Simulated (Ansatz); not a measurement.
## Two runs on GaNH₄O

System: GaNH₄O, SMILES [NH2][GaH][OH].
Method of run 1: RKS SPW92/def2-TZVPP (Ansatz 0.2.0).

The geometry comes from this level: PBE0-D4/def2-TZVP. Text and figures count atoms from 1; the logs count them from 0 in places.

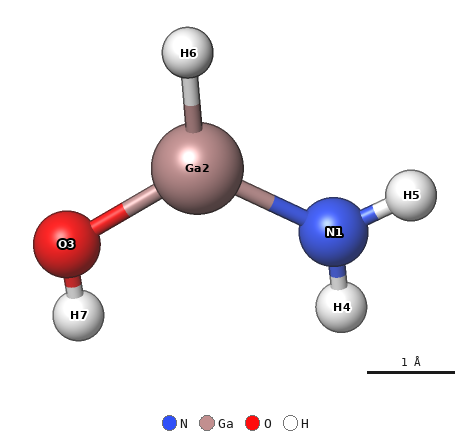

**Figure 1.** The structure (ball-and-stick view, seen at a tilt; atoms are numbered from 1 in the order of the input). Sticks mark near contacts. Bond lengths as drawn: Ga–H 1.55 Å, Ga–N 1.81 Å, Ga–O 1.79 Å, H–N 1.01 Å and H–O 0.96 Å.

**Input file, run 1**
```yaml
crystal:
  periodic: [false, false, false]
  atoms:
    - {symbol: N, position_ang: [-1.169127, 0.089640, -0.272703]}
    - {symbol: Ga, position_ang: [0.386807, -0.009581, 0.652676]}
    - {symbol: O, position_ang: [1.898546, -0.208673, -0.282263]}
    - {symbol: H, position_ang: [-1.247057, 0.041234, -1.273742]}
    - {symbol: H, position_ang: [-2.065556, 0.201734, 0.168141]}
    - {symbol: H, position_ang: [0.481254, 0.067550, 2.194549]}
    - {symbol: H, position_ang: [1.776531, -0.249904, -1.232357]}
basis:
  gaussian: {orbitals: def2-TZVPP}
hamiltonian: {xc: lda}
output: {orbitals: {seedname: orbitals}}
```

Hardware: 2 CPU threads, shared host.

**Output (run 1)**
```
Functional definition: SPW92
  exchange = slater_x
  correlation = pw_c
910 factors; their error is unknown
mean field evaluation 1: about -55855.0720 eV, gradient 1.1e2 eV
mean field evaluation 2: about -55772.2109 eV, gradient 2.1e2 eV
mean field evaluation 4: about -55872.5365 eV, gradient 2.1e1 eV
mean field evaluation 8: about -55873.3367 eV, gradient 9.4e-2 eV
mean field evaluation 16: about -55873.3238 eV, gradient 4.5e-5 eV
mean field -55873.32376307 eV, -2053.3067759937 hartree, gradient 4.5e-5 eV, S^2 0.000000; 0 other end points of the search recorded, 0 dependent functions left out
reference -55873.32379805 eV, -2053.3067772791 hartree; 25, 25 occupied and 141, 141 virtual orbitals, 910 factors
Total energy: -55873.32379805 eV, -2053.3067772791 hartree
```

For run 2 the input was changed thus:
```diff
-hamiltonian: {xc: lda}
+hamiltonian: {xc: {name: BLYP}, dispersion: d4}
```

How does run 2 compare with run 1?

The total energies belong to different models, so their difference says nothing on which is more stable or more accurate. The HOMO goes from −6.17 to −5.86 eV. The LUMO goes from −1.11 to −0.82 eV.

**Output (run 2)**
```
Functional definition: BLYP
  parameter beta = 0.0042
  parameter a = 0.04918
  parameter b = 0.132
  parameter c = 0.2533
  parameter d = 0.349
  exchange = b88_x(beta = beta)
  correlation = lyp_c(a = a, b = b, c = c, d = d)
910 factors; their error is unknown
mean field evaluation 1: about -55964.4666 eV, gradient 1.1e2 eV
mean field evaluation 2: about -55873.4481 eV, gradient 2.2e2 eV
mean field evaluation 4: about -55982.7460 eV, gradient 2.8e1 eV
mean field evaluation 8: about -55984.2083 eV, gradient 9.5e-2 eV
mean field evaluation 16: about -55984.1948 eV, gradient 3.6e-5 eV
mean field -55984.19484355 eV, -2057.3812130502 hartree, gradient 3.6e-5 eV, S^2 0.000000; 0 other end points of the search recorded, 0 dependent functions left out
reference -55984.19514944 eV, -2057.3812242915 hartree; 25, 25 occupied and 141, 141 virtual orbitals, 910 factors
Total energy: -55984.41838118 eV, -2057.3894279068 hartree
```

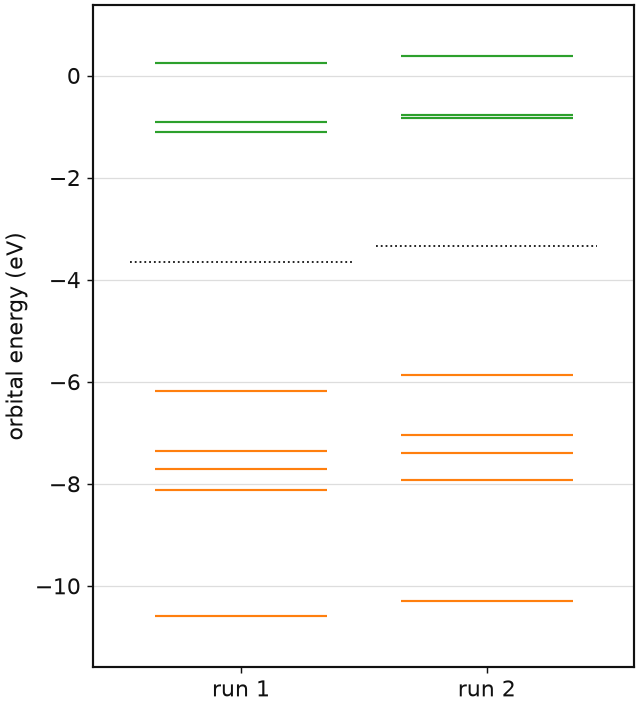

**Figure 2.** The five highest filled and three lowest empty orbital energies of the two runs; the dotted lines part filled from empty levels. The HOMO–LUMO gap is 5.06 eV in run 1 and 5.03 eV in run 2.

**The two runs side by side**

| quantity | run 1 | run 2 |
| --- | --- | --- |
| outcome | converged | converged |
| total energy (hartree) | −2053.306777 | −2057.389428 |
| HOMO (eV) | −6.17 | −5.86 |
| LUMO (eV) | −1.11 | −0.82 |
| basis functions | 166 | 166 |
| wall time (shared host) | 0.8 s | 1.2 s |
